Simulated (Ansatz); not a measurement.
# C2H11NSi2: rotation by 120° about the Si4–Si5 bond, part 2 of 2

Aim: the minimum-energy path and barrier of the rotation by 120° about the Si4–Si5 bond. The ends are relaxed first, then joined by a nudged elastic band. SMILES of the start: CC(N)[SiH2][SiH3].

Ansatz 0.2.0; RKS PBE-D4/STO-3G.

### 5 The output, continued: band between the two ends

Output, continued, shortened:

```text
[...]
reference -19256.71695945 eV, -707.6712955881 hartree; 29, 29 occupied and 15, 15 virtual orbitals, 615 factors
[...]
615 factors; integrals over basis functions are off by at most 1.7e-5 eV
[...]
mean field -19256.70908233 eV, -707.6710061095 hartree, gradient 2.0e-5 eV, S^2 0.000000; 0 other end points of the search recorded, 0 dependent functions left out
[...]
reference -19256.70911006 eV, -707.6710071285 hartree; 29, 29 occupied and 15, 15 virtual orbitals, 615 factors
[...]
615 factors; integrals over basis functions are off by at most 1.6e-5 eV
mean field -19256.70625286 eV, -707.6709021282 hartree, gradient 2.0e-5 eV, S^2 0.000000; 0 other end points of the search recorded, 0 dependent functions left out
[...]
reference -19256.70628049 eV, -707.6709031436 hartree; 29, 29 occupied and 15, 15 virtual orbitals, 615 factors
[...]
Atom 7 at     0.037468    -1.362303    -1.772433 Å, force    -0.000942     0.001819    -0.000541 eV/Å
Atom 8 at     0.973527     1.338714    -0.555110 Å, force    -0.001568     0.001696    -0.001571 eV/Å
Atom 9 at     2.766023     0.007662     0.368591 Å, force     0.001736     0.000084     0.000262 eV/Å
Atom 10 at     2.240239    -1.344680    -0.411709 Å, force     0.001100    -0.002078    -0.000489 eV/Å
Atom 11 at    -0.109618    -1.700265     1.150898 Å, force     0.002379    -0.000765    -0.003407 eV/Å
Atom 12 at     0.786822     0.167644     2.228966 Å, force     0.002919     0.001419    -0.002283 eV/Å
Atom 13 at    -2.459180     1.462968     0.133705 Å, force     0.024792    -0.011378    -0.004620 eV/Å
Atom 14 at    -2.210342     1.499536     2.468404 Å, force    -0.006520     0.004302    -0.006827 eV/Å
Atom 15 at    -3.127380    -0.389094     1.413575 Å, force    -0.001368     0.002933    -0.006482 eV/Å
Dipole moment:    -0.157907    -0.078811     0.248262 e Å
this run last wrote the band of iteration 4 to <dir>
```

Wall time 4.5 min (1 thread of an x86-64 CPU, shared host); peak memory 0.12 GiB.

### 6 What the band shows

The 7 inner images lie between the fixed ends 0 and 8. Energy is taken from image 0, and the path length is the program's own coordinate along the band.

| image | path (Å) | energy (eV) | dihedral C2–Si4–Si5–H14 (°) | band force (eV/Å) |
| --- | --- | --- | --- | --- |
| 0 | 0.000 | 0.0000 | 60 | - |
| 1 | 0.576 | 0.0034 | 46 | 0.007 |
| 2 | 1.152 | 0.0110 | 31 | 0.015 |
| 3 | 1.728 | 0.0190 | 16 | 0.025 |
| 4* | 2.303 | 0.0218 | 1 | 0.024 |
| 5 | 2.883 | 0.0178 | -15 | 0.015 |
| 6 | 3.462 | 0.0099 | -30 | 0.009 |
| 7 | 4.041 | 0.0027 | -45 | 0.005 |
| 8 | 4.620 | 0.0004 | -59 | - |

The star marks the climbing image.

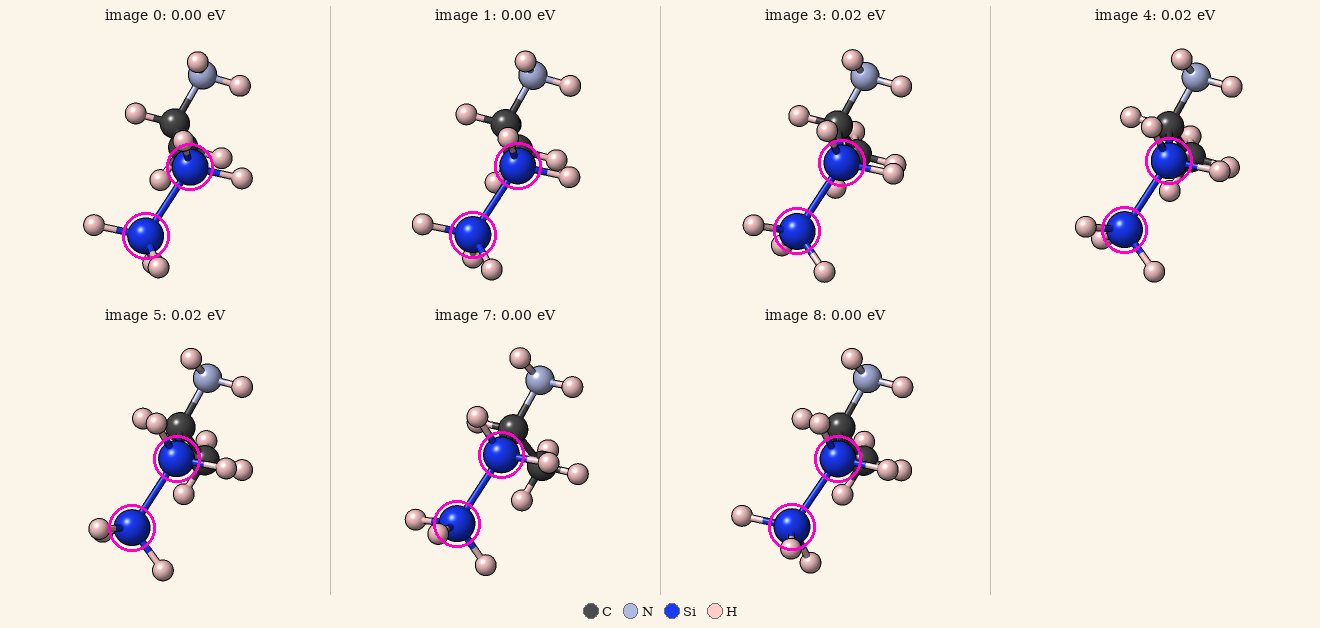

The images of the last band, seen from a free direction. Ringed: Si4, Si5. Sticks join atoms closer than a bonding distance in each image.

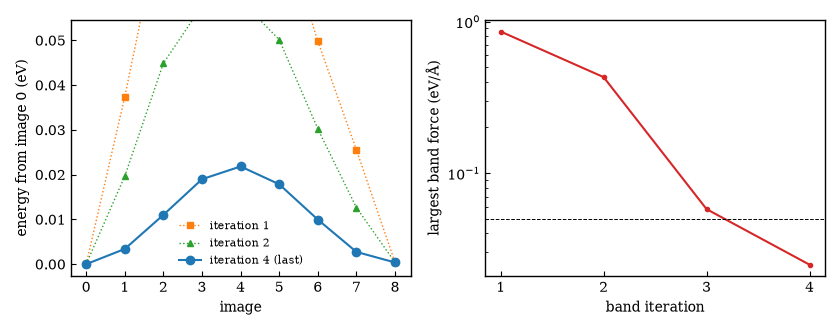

Left: energy of each image for early iterations and the last one (lines only join the points; early values far above the last band run off the scale). Right: the largest band force by iteration, with the threshold dashed.

How the highest energy settled:

| iteration | highest image above image 0 (eV) | largest band force (eV/Å) |
| --- | --- | --- |
| 1 | 0.1030 | 0.859 |
| 2 | 0.0590 | 0.429 |
| 3 | 0.0228 | 0.058 |
| 4 | 0.0218 | 0.025 |

The band as a trajectory file:

```xyz
16
image=0 dE=0.0000
C     0.340    0.264   -1.728
C     0.949    0.320   -0.292
N     2.393   -0.213   -0.377
Si   -0.173   -0.557    0.993
Si   -2.237    0.339    1.153
H    -0.651    0.756   -1.758
H     1.008    0.777   -2.446
H     0.215   -0.783   -2.065
H     1.049    1.391   -0.008
H     2.715   -0.227    0.649
H     2.260   -1.267   -0.546
H    -0.249   -1.965    0.619
H     0.511   -0.502    2.280
H    -2.944    0.261   -0.117
H    -2.171    1.741    1.537
H    -3.038   -0.357    2.150
16
image=1 dE=0.0034
C     0.301    0.132   -1.762
C     0.935    0.305   -0.347
N     2.384   -0.218   -0.419
Si   -0.149   -0.486    1.024
Si   -2.212    0.412    1.199
H    -0.696    0.611   -1.809
H     0.949    0.594   -2.530
H     0.180   -0.939   -2.013
H     1.028    1.396   -0.147
H     2.726   -0.152    0.598
H     2.260   -1.283   -0.506
H    -0.227   -1.915    0.745
H     0.572   -0.347    2.284
H    -2.837    0.566   -0.106
H    -2.157    1.727    1.821
H    -3.081   -0.426    2.011
16
image=2 dE=0.0110
C     0.257   -0.003   -1.782
C     0.923    0.284   -0.401
N     2.373   -0.235   -0.466
Si   -0.120   -0.407    1.053
Si   -2.184    0.492    1.238
H    -0.744    0.465   -1.844
H     0.884    0.401   -2.599
H     0.140   -1.091   -1.946
H     1.012    1.388   -0.289
H     2.737   -0.089    0.535
H     2.255   -1.304   -0.467
H    -0.198   -1.852    0.879
H     0.638   -0.178    2.278
H    -2.722    0.876   -0.059
H    -2.160    1.683    2.075
H    -3.114   -0.453    1.840
16
image=3 dE=0.0190
C     0.209   -0.134   -1.789
C     0.909    0.259   -0.452
N     2.360   -0.259   -0.516
Si   -0.088   -0.325    1.078
Si   -2.153    0.572    1.269
H    -0.796    0.324   -1.859
H     0.812    0.209   -2.651
H     0.094   -1.232   -1.867
H     0.995    1.369   -0.426
H     2.749   -0.036    0.461
H     2.247   -1.325   -0.433
H    -0.161   -1.780    1.012
H     0.709   -0.007    2.258
H    -2.599    1.180    0.024
H    -2.179    1.604    2.295
H    -3.131   -0.441    1.639
16
image=4 dE=0.0218
C     0.148   -0.261   -1.777
C     0.893    0.230   -0.498
N     2.344   -0.287   -0.575
Si   -0.047   -0.244    1.105
Si   -2.115    0.649    1.291
H    -0.861    0.188   -1.843
H     0.717    0.022   -2.683
H     0.037   -1.362   -1.772
H     0.974    1.339   -0.555
H     2.766    0.008    0.369
H     2.240   -1.345   -0.412
H    -0.110   -1.700    1.151
H     0.787    0.168    2.229
H    -2.459    1.463    0.134
H    -2.210    1.500    2.468
H    -3.127   -0.389    1.414
16
image=5 dE=0.0178
C     0.083   -0.383   -1.752
C     0.873    0.198   -0.539
N     2.324   -0.314   -0.639
Si   -0.002   -0.166    1.128
Si   -2.072    0.723    1.306
H    -0.932    0.055   -1.808
H     0.614   -0.159   -2.696
H    -0.019   -1.482   -1.668
H     0.942    1.301   -0.675
H     2.781    0.048    0.265
H     2.237   -1.358   -0.399
H    -0.050   -1.615    1.285
H     0.865    0.336    2.188
H    -2.313    1.723    0.276
H    -2.253    1.370    2.598
H    -3.100   -0.299    1.176
16
image=6 dE=0.0099
C     0.021   -0.504   -1.718
C     0.851    0.165   -0.578
N     2.303   -0.341   -0.700
Si    0.041   -0.089    1.141
Si   -2.029    0.798    1.318
H    -1.000   -0.079   -1.764
H     0.513   -0.340   -2.695
H    -0.066   -1.595   -1.556
H     0.903    1.256   -0.792
H     2.790    0.087    0.157
H     2.236   -1.367   -0.385
H     0.010   -1.523    1.402
H     0.937    0.495    2.132
H    -2.180    1.960    0.455
H    -2.301    1.223    2.684
H    -3.051   -0.167    0.942
16
image=7 dE=0.0027
C    -0.037   -0.627   -1.674
C     0.827    0.128   -0.617
N     2.279   -0.371   -0.758
Si    0.081   -0.011    1.145
Si   -1.985    0.878    1.327
H    -1.065   -0.218   -1.712
H     0.416   -0.528   -2.679
H    -0.104   -1.706   -1.433
H     0.857    1.202   -0.908
H     2.793    0.121    0.047
H     2.237   -1.373   -0.370
H     0.068   -1.424    1.506
H     1.006    0.646    2.062
H    -2.058    2.171    0.663
H    -2.350    1.075    2.722
H    -2.987    0.013    0.723
16
image=8 dE=0.0004
C     0.066   -0.352   -1.755
C     0.866    0.198   -0.534
N     2.316   -0.308   -0.661
Si   -0.002   -0.208    1.128
Si   -2.047    0.725    1.330
H    -0.952    0.082   -1.791
H     0.587   -0.100   -2.698
H    -0.031   -1.453   -1.700
H     0.933    1.304   -0.642
H     2.781    0.031    0.247
H     2.232   -1.359   -0.449
H    -0.082   -1.659    1.240
H     0.876    0.248    2.199
H    -1.972    2.174    1.230
H    -2.650    0.398    2.614
H    -2.945    0.255    0.285
```

### 7 Vibrations at the top

The geometry is the highest inner image of the first converged band.

Input file input.yaml:

```yaml
crystal:
  periodic: [false, false, false]
  atoms:
    - { symbol: C, position_ang: [0.148264, -0.260806, -1.777386] }
    - { symbol: C, position_ang: [0.893315, 0.229849, -0.49792] }
    - { symbol: "N", position_ang: [2.343907, -0.287001, -0.575297] }
    - { symbol: Si, position_ang: [-0.046569, -0.244235, 1.104978] }
    - { symbol: Si, position_ang: [-2.115058, 0.649376, 1.290832] }
    - { symbol: H, position_ang: [-0.861486, 0.187641, -1.843151] }
    - { symbol: H, position_ang: [0.717367, 0.022192, -2.682843] }
    - { symbol: H, position_ang: [0.037468, -1.362303, -1.772433] }
    - { symbol: H, position_ang: [0.973527, 1.338714, -0.55511] }
    - { symbol: H, position_ang: [2.766023, 0.007662, 0.368591] }
    - { symbol: H, position_ang: [2.240239, -1.34468, -0.411709] }
    - { symbol: H, position_ang: [-0.109618, -1.700265, 1.150898] }
    - { symbol: H, position_ang: [0.786822, 0.167644, 2.228966] }
    - { symbol: H, position_ang: [-2.45918, 1.462968, 0.133705] }
    - { symbol: H, position_ang: [-2.210342, 1.499536, 2.468404] }
    - { symbol: H, position_ang: [-3.12738, -0.389094, 1.413575] }
basis:
  gaussian: { orbitals: STO-3G }
hamiltonian:
  xc: pbe
  dispersion: d4
phonons: {}
```

Launch:

```bash
> ansatz run input.yaml --threads 1 --pin off --max-ram 2048MiB --backend cpu --events-out ev --progress --plain --runs-dir out
```

The log of the run, shortened:

```text
Warning: RAYON_NUM_THREADS=1 ignored (pool sized by the plan → 1); use --threads N
[...]
[... 1 set-up line as earlier in the session ...]
[...]
613 factors; integrals over basis functions are off by at most 1.3e-5 eV
[...]
mean field -19256.70695937 eV, -707.6709280920 hartree, gradient 5.5e-5 eV, S^2 0.000000; 0 other end points of the search recorded, 0 dependent functions left out
[...]
reference -19256.70698667 eV, -707.6709290953 hartree; 29, 29 occupied and 15, 15 virtual orbitals, 613 factors
[...]
613 factors; integrals over basis functions are off by at most 1.3e-5 eV
[...]
mean field -19256.70671711 eV, -707.6709191893 hartree, gradient 1.6e-6 eV, S^2 0.000000; 0 other end points of the search recorded, 0 dependent functions left out
[...]
reference -19256.70674441 eV, -707.6709201926 hartree; 29, 29 occupied and 15, 15 virtual orbitals, 613 factors
[...]
613 factors; integrals over basis functions are off by at most 1.3e-5 eV
[...]
WARN: phonons: modes at or below zero, which the zero-point energy, F, S and C_V leave out: 1, the lowest at -69.95 cm⁻¹. A minimum has none, and a first-order saddle one
[...]
Atom 5 at    -0.861486     0.187641    -1.843151 Å, force     0.003227    -0.000281     0.002404 eV/Å
Atom 6 at     0.717367     0.022192    -2.682843 Å, force    -0.002094     0.000614     0.001235 eV/Å
Atom 7 at     0.037468    -1.362303    -1.772433 Å, force    -0.000987     0.001819    -0.000679 eV/Å
Atom 8 at     0.973527     1.338714    -0.555110 Å, force    -0.001586     0.001703    -0.001578 eV/Å
Atom 9 at     2.766023     0.007662     0.368591 Å, force     0.001684     0.000058     0.000320 eV/Å
Atom 10 at     2.240239    -1.344680    -0.411709 Å, force     0.001113    -0.002091    -0.000575 eV/Å
Atom 11 at    -0.109618    -1.700265     1.150898 Å, force     0.002354    -0.000790    -0.003352 eV/Å
Atom 12 at     0.786822     0.167644     2.228966 Å, force     0.002871     0.001392    -0.002249 eV/Å
Atom 13 at    -2.459180     1.462968     0.133705 Å, force     0.024782    -0.011364    -0.004625 eV/Å
Atom 14 at    -2.210342     1.499536     2.468404 Å, force    -0.006514     0.004325    -0.006832 eV/Å
Atom 15 at    -3.127380    -0.389094     1.413575 Å, force    -0.001362     0.002946    -0.006508 eV/Å
Dipole moment:    -0.157907    -0.078812     0.248263 e Å
[...]
```

Run time: 8.2 min. Hardware: 1 thread of an x86-64 CPU, shared host; peak memory 0.12 GiB.

Of 42 modes, 1 is imaginary by more than 30 cm⁻¹ (70i cm⁻¹).

### 8 The band again, with other settings

crystal.atoms is end A as relaxed above, and neb.final_atoms is end B, turned to lie on A. With 4 inner images the band has 6 in all.

Input file input.yaml:

```yaml
crystal:
  periodic: [false, false, false]
  atoms:
    - { symbol: C, position_ang: [0.340238, 0.26422, -1.728278] }
    - { symbol: C, position_ang: [0.948654, 0.319754, -0.292148] }
    - { symbol: "N", position_ang: [2.39278, -0.213076, -0.376608] }
    - { symbol: Si, position_ang: [-0.172964, -0.557103, 0.992763] }
    - { symbol: Si, position_ang: [-2.237327, 0.338916, 1.152777] }
    - { symbol: H, position_ang: [-0.650774, 0.755961, -1.75759] }
    - { symbol: H, position_ang: [1.008423, 0.776715, -2.445782] }
    - { symbol: H, position_ang: [0.214506, -0.783066, -2.064536] }
    - { symbol: H, position_ang: [1.049011, 1.391402, -0.007621] }
    - { symbol: H, position_ang: [2.715091, -0.227409, 0.648905] }
    - { symbol: H, position_ang: [2.260116, -1.266599, -0.546104] }
    - { symbol: H, position_ang: [-0.249114, -1.964574, 0.618903] }
    - { symbol: H, position_ang: [0.510591, -0.502377, 2.280038] }
    - { symbol: H, position_ang: [-2.943746, 0.260618, -0.117055] }
    - { symbol: H, position_ang: [-2.170652, 1.74098, 1.536549] }
    - { symbol: H, position_ang: [-3.037534, -0.357163, 2.149886] }
basis:
  gaussian: { orbitals: STO-3G }
hamiltonian:
  xc: pbe
  dispersion: d4
neb:
  order_check: false
  images: 4
  f_tol: 0.05
  max_iterations: 55
  initial_path: idpp
  climbing: false
  final_atoms:
    - { symbol: C, position_ang: [0.27887898, 0.02449899, -1.76890909] }
    - { symbol: C, position_ang: [0.91655337, 0.308675, -0.37324305] }
    - { symbol: "N", position_ang: [2.38526964, -0.15482727, -0.42940018] }
    - { symbol: Si, position_ang: [-0.12703419, -0.43871536, 1.05204056] }
    - { symbol: Si, position_ang: [-2.20655727, 0.42405178, 1.19822651] }
    - { symbol: H, position_ang: [-0.73926483, 0.4530301, -1.83433464] }
    - { symbol: H, position_ang: [0.8987188, 0.46961955, -2.56972675] }
    - { symbol: H, position_ang: [0.2071673, -1.0643079, -1.95578573] }
    - { symbol: H, position_ang: [0.96428682, 1.41285206, -0.24080399] }
    - { symbol: H, position_ang: [2.7315366, -0.01208888, 0.5783781] }
    - { symbol: H, position_ang: [2.30663183, -1.22703275, -0.45101173] }
    - { symbol: H, position_ang: [-0.1782204, -1.88172891, 0.85061122] }
    - { symbol: H, position_ang: [0.60861953, -0.21452367, 2.29134344] }
    - { symbol: H, position_ang: [-2.16096798, 1.86272842, 1.41138289] }
    - { symbol: H, position_ang: [-2.94450426, -0.16599248, 2.30563244] }
    - { symbol: H, position_ang: [-2.96381494, 0.18096034, -0.02030101] }
```

Launch:

```bash
> ansatz run input.yaml --threads 1 --pin off --max-ram 2048MiB --backend cpu --events-out ev --progress --plain --runs-dir out
```

The log of the run, shortened:

```text
Warning: RAYON_NUM_THREADS=1 ignored (pool sized by the plan → 1); use --threads N
[...]
[... 1 set-up line as earlier in the session ...]
[...]
615 factors; integrals over basis functions are off by at most 1.3e-5 eV
[...]
mean field -19256.72741900 eV, -707.6716799696 hartree, gradient 5.0e-5 eV, S^2 0.000000; 0 other end points of the search recorded, 0 dependent functions left out
[...]
reference -19256.72744642 eV, -707.6716809771 hartree; 29, 29 occupied and 15, 15 virtual orbitals, 615 factors
616 factors; integrals over basis functions are off by at most 1.9e-5 eV
[...]
mean field -19256.72747841 eV, -707.6716821527 hartree, gradient 4.9e-5 eV, S^2 0.000000; 0 other end points of the search recorded, 0 dependent functions left out
[...]
reference -19256.72750612 eV, -707.6716831713 hartree; 29, 29 occupied and 15, 15 virtual orbitals, 616 factors
[...]
Atom 6 at     0.790878     0.176202    -2.658061 Å, force    -0.002434     0.001718     0.002310 eV/Å
Atom 7 at     0.081241    -1.256055    -1.850164 Å, force     0.000039     0.003552     0.000421 eV/Å
Atom 8 at     0.991130     1.364040    -0.449392 Å, force    -0.000962    -0.001316    -0.002286 eV/Å
Atom 9 at     2.753434    -0.028741     0.442502 Å, force    -0.000502     0.000112    -0.006231 eV/Å
Atom 10 at     2.245735    -1.329000    -0.432619 Å, force     0.001421     0.005331    -0.002483 eV/Å
Atom 11 at    -0.151056    -1.767185     1.038226 Å, force    -0.000747    -0.000665    -0.007138 eV/Å
Atom 12 at     0.725461     0.024234     2.254268 Å, force     0.004052    -0.003911    -0.002287 eV/Å
Atom 13 at    -2.566609     1.241045     0.044815 Å, force     0.021821    -0.014729    -0.006946 eV/Å
Atom 14 at    -2.184633     1.580158     2.336844 Å, force    -0.003813     0.007036    -0.009823 eV/Å
Atom 15 at    -3.132998    -0.435171     1.589477 Å, force    -0.002406     0.002628    -0.002823 eV/Å
Dipole moment:    -0.165877    -0.093568     0.238292 e Å
this run last wrote the band of iteration 4 to <dir>
```

Wall time 2.3 min (1 thread of an x86-64 CPU, shared host); peak memory 0.12 GiB.

### 9 What the band shows

Images 0 and 5 are the ends. Energies count from image 0; the path length is the program's own measure over all atoms.

| image | path (Å) | energy (eV) | dihedral C2–Si4–Si5–H14 (°) | band force (eV/Å) |
| --- | --- | --- | --- | --- |
| 0 | 0.000 | 0.0000 | 60 | - |
| 1 | 0.921 | 0.0076 | 37 | 0.013 |
| 2 | 1.842 | 0.0199 | 13 | 0.024 |
| 3 | 2.763 | 0.0189 | -12 | 0.017 |
| 4 | 3.684 | 0.0066 | -36 | 0.008 |
| 5 | 4.605 | 0.0004 | -59 | - |

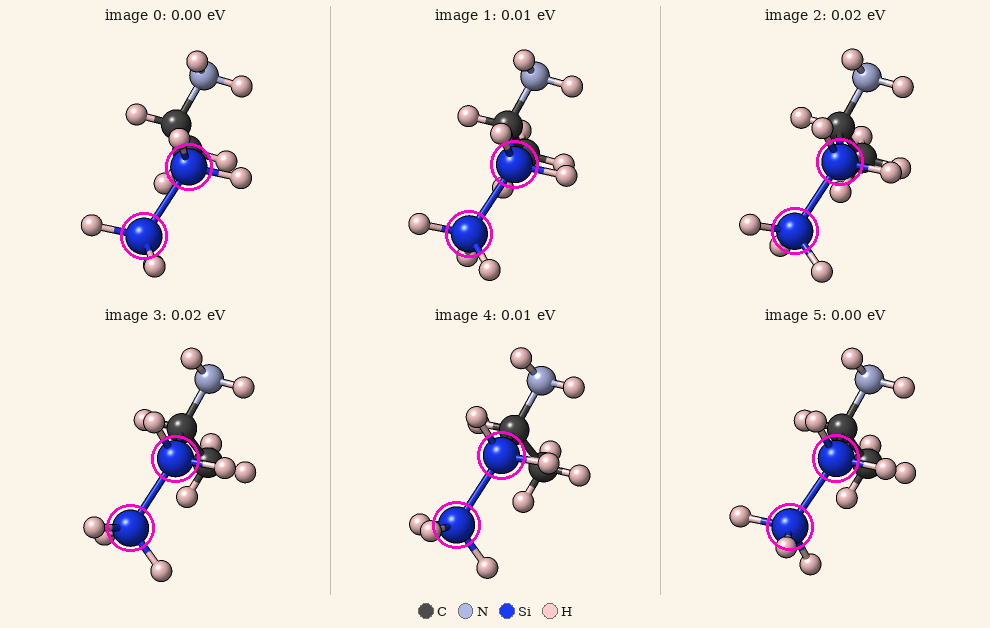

The images of the last band, seen from a free direction. Ringed: Si4, Si5. Sticks join atoms closer than a bonding distance in each image.

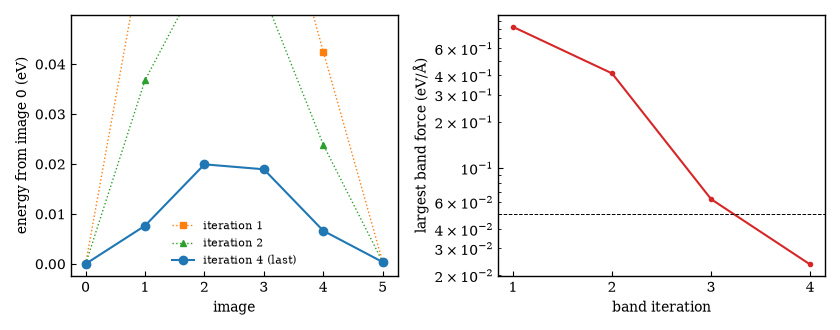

Left: energy of each image for early iterations and the last one (lines only join the points; early values far above the last band run off the scale). Right: the largest band force by iteration, with the threshold dashed.

### 10 What came out

The summary covers parts 1 to 2.

| quantity | value |
| --- | --- |
| end A | 8 moves, 0.865 eV lower |
| end B | 5 moves, 0.871 eV lower |
| first band: barrier forwards | 0.022 eV |
| first band: barrier backwards | 0.021 eV |
| first band: second end relative to first | 0.000 eV |
| first band: highest image | 4 of 0 to 8, climbing |
| first band: band iterations | 4 |
| imaginary modes at the top | 70i cm⁻¹ |
| second band | top 0.020 eV above image 0, 4 iterations, 4 inner images, none climbing |
| time, first and second band | 4.5 min and 2.3 min |

What this shows: In the first band: the barrier from the first end is 0.022 eV, 0.8 times kT at 300 K. The two ends lie within 1 meV of each other. The listed dihedral goes from 60° at end A through 1° at the highest image to -59° at end B. One imaginary mode, as a first-order saddle point has. The second band's top lies 2 meV below the first's, so the changed settings hardly move the height. Zero-point energy and entropy are left out. The basis is very small, so the numbers are rough.
